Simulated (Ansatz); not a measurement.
## HfNH3OF2: molecular dynamics

HfNH3OF2, computed with RKS PBE/def2-SVP (Ansatz 0.2.0).

One setting was made poor on purpose. It belongs to a series of runs on one base structure; here: dynamics from the start. Figures and captions count atoms from 1; the log counts them from 0 in places.

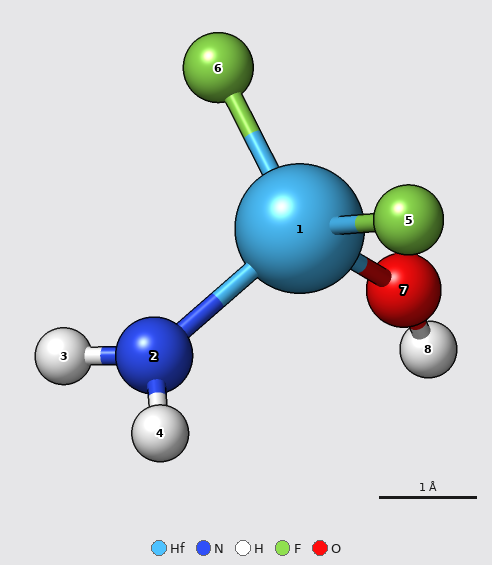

Fig. 1: The input geometry (ball-and-stick view, seen at a tilt; atoms are numbered from 1 in the order of the input). Sticks mark near contacts. Bond lengths as drawn: F–Hf 1.93 Å, Hf–N 2.04 Å, Hf–O 1.94 Å, H–N 1.03 Å and H–O 0.97 Å.

Input
```yaml
crystal:
  periodic: [false, false, false]
  atoms:
    - { symbol: Hf, position_ang: [-0.040451, 0.012289, 0.089269] }
    - { symbol: "N", position_ang: [0.035707, 0.118006, 2.123144] }
    - { symbol: H, position_ang: [-0.693568, 0.502748, 2.734779] }
    - { symbol: H, position_ang: [0.784291, -0.254749, 2.718663] }
    - { symbol: F, position_ang: [1.788148, 0.004995, -0.535231] }
    - { symbol: F, position_ang: [-1.119027, 1.500858, -0.506167] }
    - { symbol: O, position_ang: [-0.892696, -1.630088, -0.489374] }
    - { symbol: H, position_ang: [-1.332503, -2.482258, -0.369883] }
basis:
  gaussian: { orbitals: def2-SVP }
hamiltonian:
  xc: pbe
md:
  timestep: 2.5
  n_steps: 40
  ensemble: nvt_langevin
  temperature: 1500.0
  initial_velocities: maxwell_boltzmann
  seed: 916775
  friction: 0.005
```

Launch command:
```bash
ansatz run input.yaml --threads 2 --pin off --max-ram 3072MiB --backend cpu --events-out ev --progress --plain --runs-dir out
```

Output
```
Engine: ansatz 0.2.0, aarch64-unknown-linux-gnu
Functional definition: PBE
  parameter kappa = 0.804
  parameter beta = 0.06672455060314922
  exchange = pbe_x(kappa = kappa, mu = beta*pi^2/3)
  correlation = pbe_c(beta = beta)
1099 factors; their error is unknown
mean field evaluation 1: about -10300.8480 eV, gradient 9.8e1 eV
mean field evaluation 2: about -10169.0945 eV, gradient 2.6e2 eV
mean field evaluation 4: about -10317.5576 eV, gradient 2.3e1 eV
mean field evaluation 8: about -10318.5653 eV, gradient 2.7e-1 eV
mean field evaluation 16: about -10318.4818 eV, gradient 1.7e-3 eV
mean field -10318.48184339 eV, -379.1972136262 hartree, gradient 6.1e-5 eV, S^2 0.000000; 0 other end points of the search recorded, 0 dependent functions left out
the calculation of the forces begins
reference -10318.48191850 eV, -379.1972163865 hartree; 24, 24 occupied and 79, 79 virtual orbitals, 1099 factors
md step     0: t =     0.00 fs  T =  1312.5 K  F+E_penalty+E_count = -10318.48184339 eV  E_kin = 1.357230 eV  (28 SCF iters)
these checks for a lower state are left out or cut short: starts, cluster_reference, orbital_swaps, neighbouring_geometries, increment
1099 factors; their error is unknown
mean field -10318.01560316 eV, -379.1800796141 hartree, gradient 1.3e-5 eV, S^2 0.000000; 0 other end points of the search recorded, 0 dependent functions left out
[... from here on the field's lines of each further geometry are left out, up to the last ...]
md step     1: t =     2.50 fs  T =  1179.4 K  F+E_penalty+E_count = -10318.01560316 eV  E_kin = 1.219602 eV  (35 SCF iters)
md step     2: t =     5.00 fs  T =  1283.9 K  F+E_penalty+E_count = -10318.20303322 eV  E_kin = 1.327689 eV  (35 SCF iters)
md step     3: t =     7.50 fs  T =  1072.5 K  F+E_penalty+E_count = -10317.59871523 eV  E_kin = 1.109023 eV  (35 SCF iters)
md step     4: t =    10.00 fs  T =  1093.9 K  F+E_penalty+E_count = -10317.04927994 eV  E_kin = 1.131224 eV  (34 SCF iters)
md step     5: t =    12.50 fs  T =   860.6 K  F+E_penalty+E_count = -10316.81122792 eV  E_kin = 0.889910 eV  (29 SCF iters)
md step     6: t =    15.00 fs  T =  1396.2 K  F+E_penalty+E_count = -10318.06876099 eV  E_kin = 1.443830 eV  (35 SCF iters)
md step     7: t =    17.50 fs  T =  6311.3 K  F+E_penalty+E_count = -10314.41638037 eV  E_kin = 6.526342 eV  (34 SCF iters)
md step     8: t =    20.00 fs  T = 28102.6 K  F+E_penalty+E_count = -10312.06068963 eV  E_kin = 29.060327 eV  (75 SCF iters)
md step     9: t =    22.50 fs  T = 26732.7 K  F+E_penalty+E_count = -10311.00002691 eV  E_kin = 27.643716 eV  (56 SCF iters)
md step    10: t =    25.00 fs  T = 25507.0 K  F+E_penalty+E_count = -10310.87890790 eV  E_kin = 26.376294 eV  (50 SCF iters)
md step    11: t =    27.50 fs  T = 25446.6 K  F+E_penalty+E_count = -10310.88347115 eV  E_kin = 26.313811 eV  (55 SCF iters)
md step    12: t =    30.00 fs  T = 25439.3 K  F+E_penalty+E_count = -10310.92657346 eV  E_kin = 26.306271 eV  (55 SCF iters)
md step    13: t =    32.50 fs  T = 24548.4 K  F+E_penalty+E_count = -10311.21075462 eV  E_kin = 25.385017 eV  (315 SCF iters)
md step    14: t =    35.00 fs  T = 24045.9 K  F+E_penalty+E_count = -10311.03229170 eV  E_kin = 24.865387 eV  (59 SCF iters)
md step    15: t =    37.50 fs  T = 23656.9 K  F+E_penalty+E_count = -10310.45820553 eV  E_kin = 24.463136 eV  (55 SCF iters)
md step    16: t =    40.00 fs  T = 23095.1 K  F+E_penalty+E_count = -10310.52585324 eV  E_kin = 23.882222 eV  (55 SCF iters)
md step    17: t =    42.50 fs  T = 21481.0 K  F+E_penalty+E_count = -10310.07674282 eV  E_kin = 22.213037 eV  (51 SCF iters)
md step    18: t =    45.00 fs  T = 21433.5 K  F+E_penalty+E_count = -10309.19297472 eV  E_kin = 22.163935 eV  (52 SCF iters)
md step    19: t =    47.50 fs  T = 20288.3 K  F+E_penalty+E_count = -10308.30023932 eV  E_kin = 20.979740 eV  (45 SCF iters)
md step    20: t =    50.00 fs  T = 21307.5 K  F+E_penalty+E_count = -10309.41690210 eV  E_kin = 22.033639 eV  (43 SCF iters)
md step    21: t =    52.50 fs  T = 27065.6 K  F+E_penalty+E_count = -10305.19811580 eV  E_kin = 27.988043 eV  (42 SCF iters)
md step    22: t =    55.00 fs  T = 65666.2 K  F+E_penalty+E_count = -10304.26492450 eV  E_kin = 67.904139 eV  (81 SCF iters)
md step    23: t =    57.50 fs  T = 62687.7 K  F+E_penalty+E_count = -10304.12518287 eV  E_kin = 64.824085 eV  (104 SCF iters)
md step    24: t =    60.00 fs  T = 60578.5 K  F+E_penalty+E_count = -10304.11284007 eV  E_kin = 62.643006 eV  (109 SCF iters)
md step    25: t =    62.50 fs  T = 58908.6 K  F+E_penalty+E_count = -10304.10678393 eV  E_kin = 60.916238 eV  (96 SCF iters)
md step    26: t =    65.00 fs  T = 56910.2 K  F+E_penalty+E_count = -10304.09596091 eV  E_kin = 58.849663 eV  (87 SCF iters)
md step    27: t =    67.50 fs  T = 55654.8 K  F+E_penalty+E_count = -10304.13675451 eV  E_kin = 57.551501 eV  (96 SCF iters)
md step    28: t =    70.00 fs  T = 55124.5 K  F+E_penalty+E_count = -10304.18983230 eV  E_kin = 57.003166 eV  (122 SCF iters)
md step    29: t =    72.50 fs  T = 53645.2 K  F+E_penalty+E_count = -10304.21827511 eV  E_kin = 55.473437 eV  (115 SCF iters)
md step    30: t =    75.00 fs  T = 52750.0 K  F+E_penalty+E_count = -10304.21187867 eV  E_kin = 54.547684 eV  (88 SCF iters)
md step    31: t =    77.50 fs  T = 51931.4 K  F+E_penalty+E_count = -10304.17162377 eV  E_kin = 53.701197 eV  (83 SCF iters)
md step    32: t =    80.00 fs  T = 51103.8 K  F+E_penalty+E_count = -10304.07413465 eV  E_kin = 52.845453 eV  (82 SCF iters)
md step    33: t =    82.50 fs  T = 49861.4 K  F+E_penalty+E_count = -10303.99371451 eV  E_kin = 51.560690 eV  (79 SCF iters)
md step    34: t =    85.00 fs  T = 48854.3 K  F+E_penalty+E_count = -10303.86951710 eV  E_kin = 50.519217 eV  (76 SCF iters)
md step    35: t =    87.50 fs  T = 48303.3 K  F+E_penalty+E_count = -10303.78245671 eV  E_kin = 49.949501 eV  (63 SCF iters)
md step    36: t =    90.00 fs  T = 46962.9 K  F+E_penalty+E_count = -10303.66297194 eV  E_kin = 48.563357 eV  (68 SCF iters)
md step    37: t =    92.50 fs  T = 46299.4 K  F+E_penalty+E_count = -10303.56535307 eV  E_kin = 47.877301 eV  (55 SCF iters)
md step    38: t =    95.00 fs  T = 44774.6 K  F+E_penalty+E_count = -10303.40277378 eV  E_kin = 46.300475 eV  (66 SCF iters)
md step    39: t =    97.50 fs  T = 43374.6 K  F+E_penalty+E_count = -10303.24727778 eV  E_kin = 44.852813 eV  (54 SCF iters)
the calculation of the forces begins
reference -10303.21238834 eV, -378.6360715035 hartree; 24, 24 occupied and 79, 79 virtual orbitals, 1099 factors
1099 factors; their error is unknown
mean field evaluation 608: about -10278.5422 eV, gradient 1.4e1 eV
mean field evaluation 640: about -10274.6226 eV, gradient 6.6e1 eV
mean field evaluation 672: about -10301.7170 eV, gradient 1.6e1 eV
mean field evaluation 704: about -10303.2116 eV, gradient 7.7e-2 eV
mean field -10303.21227823 eV, -378.6360674569 hartree, gradient 1.9e-5 eV, S^2 0.000000; 9 other end points of the search recorded, 0 dependent functions left out
the calculation of the forces begins
reference -10303.21238834 eV, -378.6360715035 hartree; 24, 24 occupied and 79, 79 virtual orbitals, 1099 factors
md step    40: t =   100.00 fs  T = 43185.3 K  F+E_penalty+E_count = -10303.21227823 eV  E_kin = 44.657033 eV  (565 SCF iters)
```

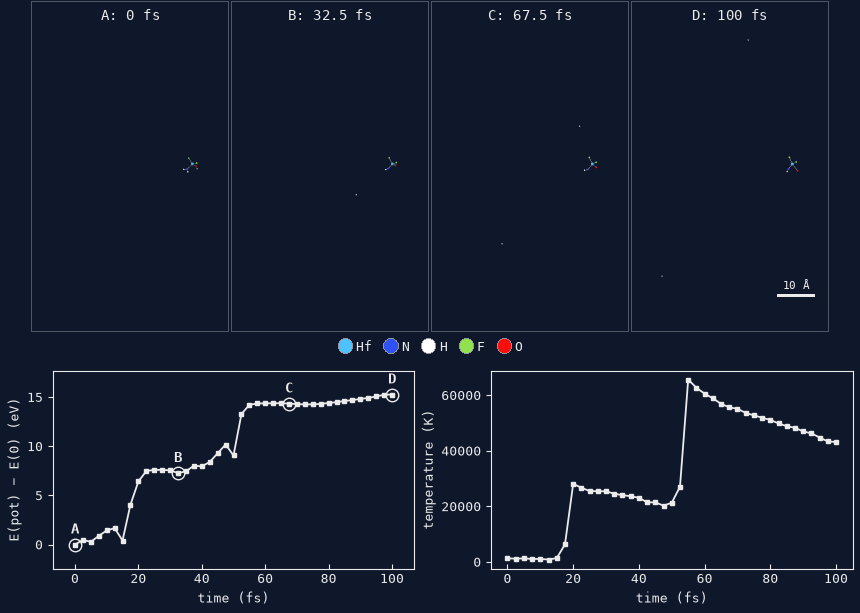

Fig. 2: Frames of the molecular dynamics (ball-and-stick, seen at a tilt) above the curves, on which the letters mark them. The trajectory kept here has 41 frames over 100 fs. The temperature starts at 1312 K, ranges from 861 to 65666 K and averages 49760 K over the second half. The potential energy ends 15.270 eV above its first value. After an unweighted best fit of the last frame on the first, the root-mean-square displacement is 20.87 Å, and H3 has moved furthest (43.74 Å).

```
Total energy: -10303.21238834 eV, -378.6360715035 hartree
Atom 0 at     0.171456     0.021024     0.000621 Å, force    -2.178659    -4.069878    -4.433521 eV/Å
Atom 1 at     0.775180     0.651158     1.568345 Å, force     2.100007     1.721598     4.502468 eV/Å
Atom 2 at   -18.435007     4.112717    48.285617 Å, force    -0.000000     0.000002    -0.000005 eV/Å
Atom 3 at     1.475800     1.051857     2.196929 Å, force     0.035263     0.036650     0.351197 eV/Å
Atom 4 at     1.497292     0.197404    -1.299820 Å, force     1.319556     0.152495    -0.763111 eV/Å
Atom 5 at    -1.047210     1.196255    -1.081498 Å, force     0.166731    -0.652643     1.060656 eV/Å
Atom 6 at     1.107200    -2.007814     0.882464 Å, force    -1.442914     2.811780    -0.717683 eV/Å
Atom 7 at   -34.914412    10.455363   -17.958886 Å, force     0.000016    -0.000004    -0.000001 eV/Å
Dipole moment:    -1.932267     0.485494     1.270408 e Å
```

Trajectory as extended XYZ (Å, eV, eV/Å), 12 of the 41 frames kept, from step=0 to step=40
```
8
Properties=species:S:1:pos:R:3:forces:R:3 step=0 time_fs=0.0 energy=-10318.48184 temperature=1312.5
Hf   -0.0405    0.0123    0.0893   -0.0069  -0.0177   0.0013
N     0.0357    0.1180    2.1231    0.0037   0.0108  -0.0086
H    -0.6936    0.5027    2.7348   -0.0021  -0.0017   0.0024
H     0.7843   -0.2547    2.7187    0.0000  -0.0028   0.0020
F     1.7881    0.0050   -0.5352   -0.0027   0.0027   0.0011
F    -1.1190    1.5009   -0.5062    0.0036   0.0014   0.0024
O    -0.8927   -1.6301   -0.4894    0.0002   0.0004  -0.0003
H    -1.3325   -2.4823   -0.3699    0.0042   0.0068  -0.0002
8
Properties=species:S:1:pos:R:3:forces:R:3 step=4 time_fs=10.0 energy=-10317.04928 temperature=1093.9
Hf   -0.0492   -0.0010    0.1077    1.9098   0.2808  -3.6344
N     0.0493    0.2087    1.9968   -1.1196   1.8628   7.2514
H    -0.6729    0.5683    3.0039    3.1814  -1.4823  -3.9520
H     1.1029    0.2702    2.2303   -1.6396   0.0126   0.3637
F     1.8063    0.0628   -0.6171   -0.9090  -0.0860   0.5254
F    -1.0865    1.4201   -0.6060   -0.6282   0.7735  -0.2851
O    -0.9441   -1.5864   -0.4171   -1.8914  -2.4029   0.1118
H    -1.6260   -2.2908   -0.2106    1.0965   1.0414  -0.3809
8
Properties=species:S:1:pos:R:3:forces:R:3 step=7 time_fs=17.5 energy=-10314.41638 temperature=6311.3
Hf   -0.0487   -0.0124    0.1130    1.1844  -0.0231  -2.1391
N     0.0927    0.3109    2.0511   13.0601  -4.2778 -29.9981
H    -0.1849    0.4082    2.7217  -14.7820   4.2011  31.9150
H     1.0307    0.5843    2.2669    1.9425   0.3238  -0.4119
F     1.7852    0.1016   -0.6553   -1.0605  -0.1697   0.5609
F    -1.0904    1.3921   -0.6700   -0.2130   0.3105  -0.0156
O    -1.0241   -1.6055   -0.3773   -1.1408  -1.0006   0.3909
H    -1.8230   -2.1681   -0.1924    1.0094   0.6358  -0.3020
8
Properties=species:S:1:pos:R:3:forces:R:3 step=11 time_fs=27.5 energy=-10310.88347 temperature=25446.6
Hf   -0.0425   -0.0196    0.1061   -1.1616  -1.5495  -5.8812
N     0.4037    0.4068    1.8140    2.1218   2.1710   5.7169
H    -2.8460    1.0249    9.2639    0.0000   0.0000  -0.0002
H     1.0643    1.0116    2.3923   -0.9532  -0.8738  -0.4142
F     1.7286    0.1378   -0.6893   -0.1629  -0.1790   0.0069
F    -1.0782    1.3618   -0.7536   -0.1421   0.3706   0.1304
O    -1.1469   -1.6473   -0.3182    3.1084   1.2011   0.4649
H    -1.9972   -1.9990   -0.2944   -2.8104  -1.1403  -0.0235
8
Properties=species:S:1:pos:R:3:forces:R:3 step=15 time_fs=37.5 energy=-10310.45821 temperature=23656.9
Hf   -0.0444   -0.0225    0.0765   -0.5925   0.1272  -0.0550
N     0.7811    0.5818    1.8513   -0.8850   0.7970   1.4566
H    -5.3651    1.5443   15.4800    0.0000   0.0000   0.0000
H     0.8490    1.2707    2.6878   -0.0168  -1.2026  -1.5247
F     1.6700    0.1612   -0.7298    0.4296  -0.3235  -0.7479
F    -1.0657    1.3454   -0.8344    0.1554  -0.1246   0.3541
O    -1.2188   -1.6672   -0.2428   -4.3580   0.4123  -0.2832
H    -2.3877   -1.7248   -0.4237    5.2674   0.3142   0.8001
8
Properties=species:S:1:pos:R:3:forces:R:3 step=18 time_fs=45.0 energy=-10309.19297 temperature=21433.5
Hf   -0.0415   -0.0258    0.0558   -0.2173   1.3719   1.1586
N     1.0311    0.7183    1.9210   -1.9858  -0.0742  -0.1093
H    -7.1318    1.8988   19.9232    0.0000   0.0000   0.0000
H     0.6815    1.3405    2.7426    0.4255  -0.8892  -1.2786
F     1.6353    0.1768   -0.7908    0.5157  -0.5069  -0.8258
F    -1.0595    1.3326   -0.8906    0.3358  -0.4758   0.6410
O    -1.2339   -1.6486   -0.1776   -4.6127   1.2924  -1.2178
H    -2.4921   -1.4735   -0.5557    5.5388  -0.7182   1.6319
8
Properties=species:S:1:pos:R:3:forces:R:3 step=22 time_fs=55.0 energy=-10304.26492 temperature=65666.2
Hf   -0.0338   -0.0252    0.0338   -0.2622   0.9099   0.6276
N     1.2290    0.8498    1.9501   -2.4084  -0.4608  -0.4435
H    -9.4937    2.3050   25.5972    0.0000   0.0000   0.0000
H     0.4699    1.3249    2.5744    0.9976  -0.3470  -0.5430
F     1.6161    0.1823   -0.8893    0.3940  -0.6360  -0.5847
F    -1.0433    1.3030   -0.9592    0.1065  -0.2456   0.5978
O    -1.0969   -1.6490   -0.0694    0.8178   0.8696   0.2111
H    -3.8621   -0.7921   -1.3964    0.3546  -0.0902   0.1346
8
Properties=species:S:1:pos:R:3:forces:R:3 step=25 time_fs=62.5 energy=-10304.10678 temperature=58908.6
Hf   -0.0184   -0.0234    0.0239    2.5035   2.5842   0.6595
N     1.2867    0.8846    1.9264   -1.7423  -0.8218  -1.1132
H   -11.2061    2.6234   29.6783    0.0000   0.0000   0.0000
H     0.5102    1.3037    2.5154    0.3492   0.1455   0.1366
F     1.6330    0.1915   -0.9697   -0.3173  -0.5941  -0.0294
F    -1.0386    1.3060   -0.9800   -0.3940  -0.3596   0.3526
O    -0.6323   -1.7401    0.1373   -0.4005  -0.9539  -0.0060
H    -9.5650    1.2001   -4.2349    0.0014  -0.0003   0.0000
8
Properties=species:S:1:pos:R:3:forces:R:3 step=29 time_fs=72.5 energy=-10304.21827 temperature=53645.2
Hf    0.0169   -0.0158    0.0203    2.8986   1.4562   0.0644
N     1.2593    0.8969    1.7945   -1.7558  -0.9577  -0.6234
H   -13.3412    3.0650   34.9027    0.0000   0.0000   0.0000
H     0.6374    1.1508    2.6253    0.3990  -0.0159  -0.4008
F     1.6131    0.2203   -1.0721   -0.8373  -0.4299   0.4196
F    -1.0491    1.3136   -1.0037   -0.3251  -0.8625   0.5783
O    -0.0866   -1.9032    0.3795   -0.3797   0.8098  -0.0382
H   -16.7308    3.7947   -7.9414    0.0002  -0.0001   0.0000
8
Properties=species:S:1:pos:R:3:forces:R:3 step=33 time_fs=82.5 energy=-10303.99372 temperature=49861.4
Hf    0.0628   -0.0013    0.0132    2.3905  -0.6557   0.0179
N     1.1254    0.8483    1.6451   -1.1966  -1.0751   0.2077
H   -15.3061    3.5378   39.8994    0.0000   0.0000   0.0000
H     0.8227    0.9586    2.6596    0.1916   0.0828  -0.8506
F     1.5799    0.2456   -1.1442   -0.6204  -0.3030   0.2705
F    -1.0571    1.2956   -1.0406    0.0729  -1.1816   0.9754
O     0.3942   -2.0458    0.6200   -0.8380   3.1326  -0.6209
H   -23.6089    6.2981  -11.6662    0.0000   0.0000   0.0000
8
Properties=species:S:1:pos:R:3:forces:R:3 step=36 time_fs=90.0 energy=-10303.66297 temperature=46962.9
Hf    0.1078    0.0106    0.0096    0.8046  -1.7327  -1.3278
N     0.9816    0.7744    1.5455    0.0749  -0.2263   2.7591
H   -16.7031    3.8411   43.5465    0.0000   0.0000   0.0000
H     1.0934    0.9184    2.5993    0.0073   0.0765  -1.5123
F     1.5489    0.2304   -1.2046    0.1320  -0.1650  -0.2453
F    -1.0460    1.2626   -1.0654    0.1582  -1.0355   1.0450
O     0.7309   -2.0832    0.7654   -1.1770   3.0829  -0.7188
H   -28.5817    8.1114  -14.3851    0.0000   0.0000   0.0000
8
Properties=species:S:1:pos:R:3:forces:R:3 step=40 time_fs=100.0 energy=-10303.21228 temperature=43185.3
Hf    0.1715    0.0210    0.0006   -2.1787  -4.0699  -4.4335
N     0.7752    0.6512    1.5683    2.1000   1.7216   4.5025
H   -18.4350    4.1127   48.2856    0.0000   0.0000   0.0000
H     1.4758    1.0519    2.1969    0.0353   0.0366   0.3512
F     1.4973    0.1974   -1.2998    1.3196   0.1525  -0.7631
F    -1.0472    1.1963   -1.0815    0.1667  -0.6526   1.0607
O     1.1072   -2.0078    0.8825   -1.4429   2.8118  -0.7177
H   -34.9144   10.4554  -17.9589    0.0000   0.0000   0.0000
```

Key numbers

```json
{"quantity": "outcome", "value": "finished"}
{"quantity": "mean temperature over the second half", "value": "49760 K"}
{"quantity": "trajectory", "value": "40 steps, 100 fs"}
{"quantity": "ensemble", "value": "nvt_langevin"}
{"quantity": "temperature in the input", "value": "1500.0 K"}
{"quantity": "time step", "value": "2.5 fs"}
{"quantity": "potential energy (last step)", "value": "−10303.2124 eV"}
{"quantity": "mean-field energy (last step)", "value": "−10303.2124 eV"}
{"quantity": "largest force (length of the vector) (last step)", "value": "6.401 eV/Å"}
{"quantity": "hardware", "value": "2 threads of Arm Neoverse V2, 24 GiB of memory available, shared host"}
{"quantity": "wall time", "value": "1.7 min (CPU time 3.4 min)"}
{"quantity": "peak memory", "value": "0.19 GiB"}
```

Notes

A deliberately poor setting: time step. So short a trajectory is not equilibrated. The logged temperature at the start can lie below the typed one, since it is counted over all degrees of freedom. The temperature stays far from the 1500 K of the thermostat over the second half: the run isn't equilibrated. The integration failed: the conserved energy drifts or the temperature runs away, so the later frames and the averages aren't results; the time step is too long for this system.
